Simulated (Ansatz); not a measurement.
# NO2 (SMILES [O]N=O): USVWN5/STO-3G

What is the electronic atomisation energy of NO2 at USVWN5/STO-3G? 

Program for the calculation: Ansatz 0.2.0.

42 further runs of the same task are left out: 8 that didn't finish, 34 set aside as unsound or not needed.

## Step 1: Starting point

NO2: 3 atoms, total charge 0, spin state doublet. As SMILES, `[O]N=O`. The shape is that of a GFN2-xTB optimisation.

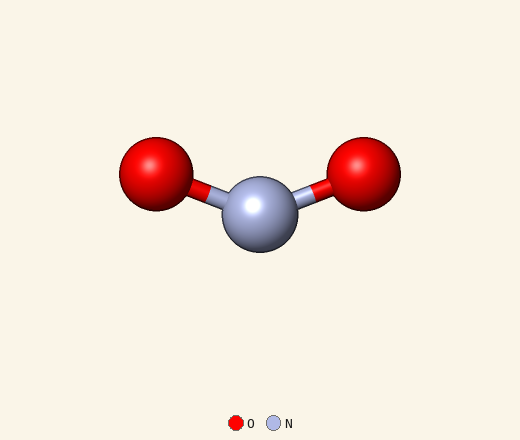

The structure, seen from a chosen angle (oxygen red, nitrogen light blue).

## Step 2: A single-point energy at USVWN5/STO-3G

Input file input.yaml:

```yaml
basis:
  gaussian: {orbitals: STO-3G}
crystal:
  periodic: [false, false, false]
  atoms:
    - {symbol: O, position_ang: [0.201690, -1.092400, -0.004860]}
    - {symbol: "N", position_ang: [-0.247880, -0.008390, -0.136210]}
    - {symbol: O, position_ang: [0.046180, 1.100790, 0.141070]}
magnetization: {spin_polarized: true, initial_magnetization: 1}
hamiltonian: {xc: {name: SVWN5}}
accuracy: high
```

On the command line:

```
$ ansatz run input.yaml --threads 1 --pin off --max-ram 2610MiB --events-out events.jsonl --progress --plain --runs-dir runs
```

The program printed:

```text
Warning: RAYON_NUM_THREADS=1 ignored (pool sized by the plan → 1); use --threads N
Functional definition: SVWN5
  name "SVWN5"
  exchange = slater_x
  correlation = vwn5_c
252 factors; integrals over basis functions are off by at most 3.7e-8 eV
mean field evaluation 1: about -5461.1517 eV, gradient 1.6e1 eV
mean field evaluation 2: about -5458.3700 eV, gradient 2.9e1 eV
mean field evaluation 4: about -5462.5661 eV, gradient 1.4e0 eV
mean field evaluation 8: about -5462.5354 eV, gradient 9.6e-3 eV
mean field evaluation 16: about -5462.5354 eV, gradient 6.8e-9 eV
mean field -5462.53539663 eV, -200.7444731867 hartree, gradient 7.8e-9 eV, S^2 0.750211; 0 other end points of the search recorded, 0 dependent functions left out
reference -5462.53539734 eV, -200.7444732128 hartree; 12, 11 occupied and 3, 4 virtual orbitals, 252 factors
Total energy: -5462.53539734 eV, -200.7444732128 hartree
```

It took 0.71 s on 1 thread of Arm Neoverse V1, shared host; peak memory 0.091 GiB.

## Step 3: The N atom

Input file run.yaml:

```yaml
crystal:
  periodic: [false, false, false]
  atoms:
    - {symbol: N, position_ang: [0.000000, 0.000000, 0.000000]}
basis:
  gaussian:
    orbitals: STO-3G
magnetization:
  spin_polarized: true
  initial_magnetization: 3
hamiltonian:
  xc: {name: SVWN5}
accuracy: high
```

On the command line:

```
$ ansatz run run.yaml --threads 1 --pin off --max-ram 2610MiB --events-out events.jsonl --progress --plain --runs-dir runs
```

The program printed:

```text
Warning: RAYON_NUM_THREADS=1 ignored (pool sized by the plan → 1); use --threads N
[... 4 set-up lines as earlier in the session ...]
15 factors; integrals over basis functions are off by at most 1.1e-9 eV
mean field evaluation 1: about -1453.2800 eV, gradient 1.3e-10 eV
mean field evaluation 2: about -1453.2800 eV, gradient 1.3e-9 eV
mean field -1453.28004339 eV, -53.4070565259 hartree, gradient 0.0e0 eV, S^2 3.750000; 0 other end points of the search recorded, 0 dependent functions left out
reference -1453.28004411 eV, -53.4070565524 hartree; 5, 2 occupied and 0, 3 virtual orbitals, 15 factors
Total energy: -1453.28004411 eV, -53.4070565524 hartree
```

It took 0.12 s on 1 thread of Arm Neoverse V1, shared host.

## Step 4: The O atom

Input file molecule.yaml:

```yaml
crystal:
  periodic: [false, false, false]
  atoms:
    - {symbol: O, position_ang: [0.000000, 0.000000, 0.000000]}
basis:
  gaussian:
    orbitals: STO-3G
magnetization:
  spin_polarized: true
  initial_magnetization: 2
hamiltonian:
  xc: {name: SVWN5}
total_charge: 0
accuracy: high
```

Run the same way, it converges to -73.45137 Eh (log not shown).

## Step 5: What came out

At USVWN5/STO-3G:

| quantity | value |
| --- | --- |
| molecule: total energy | -200.74447 Eh |
| molecule: ⟨S²⟩ | 0.750 |
| N atom: total energy | -53.40706 Eh |
| N atom: ⟨S²⟩ | 3.750 |
| O atom: total energy | -73.45137 Eh |
| O atom: ⟨S²⟩ | 2.000 |
| electronic atomisation energy | 11.828 eV |

What this shows: Taking the molecule apart into free atoms costs 11.83 eV (1141 kJ/mol), before zero-point energy and without spin-orbit coupling. In a minimal basis such a difference can be off by several eV, whatever the method.
